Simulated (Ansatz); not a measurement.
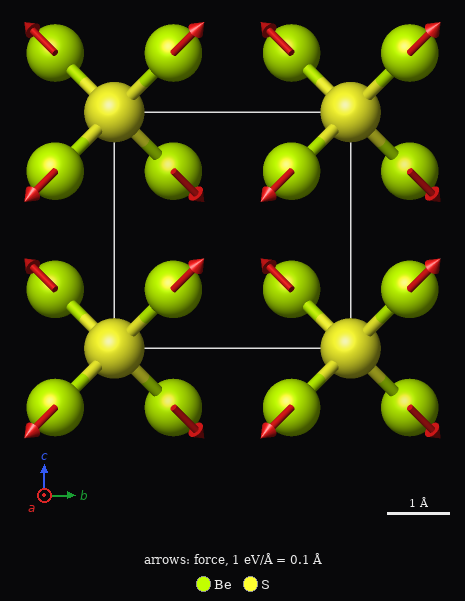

Starting geometry of solid Be$_{4}$S (a generated structure, set up in P-43m) (coarse preliminary run) with the computed forces as red arrows. A ball-and-stick model of the cell of the calculation, seen along the a axis.

Level of theory: DFT PBE, scalar-relativistic, plane waves, PAW in Ansatz 0.2.0. Set-up: plane-wave cutoff 420 eV; k-point mesh 4 × 4 × 4; occupations gaussian; smearing width 0.1 eV; no spin polarisation; cell and atoms relaxed; force threshold 0.04 eV/Å; at most 70 steps.

### Is this structure relaxed? If not, where do the atoms go?

It isn't relaxed: the largest force vector, on Be atoms, is 8.75 eV/Å. The atoms end up moving mostly along the starting forces (cosine between the two patterns 1.00). The largest moves relative to the cell, 0.34 Å, are those of Be atoms. S stays in place. The volume changes by +0.5 %, with a = b = c 3.858 → 3.864 Å (+0.2 %). Some distances before and after: Be–S 1.670 → 2.013 Å. The space group stays P-43m (No. 215). The energy falls by 1095 meV per atom in 4 accepted moves (5 points after the start). The largest force component goes from 5.1 to 0.027 eV/Å. Pressure: 36.33 GPa at the start and −0.09 GPa at the end. At 1 point the geometry stayed and the basis and grid were re-selected for the new cell (energy shift of less than 0.05 meV per atom at most each time). The run took 6.7 s on 1 thread of Arm Neoverse V1 (shared host), peak memory 0.28 GiB.

Limits of the set-up: the k-point mesh is coarse for a cell with partly filled bands.
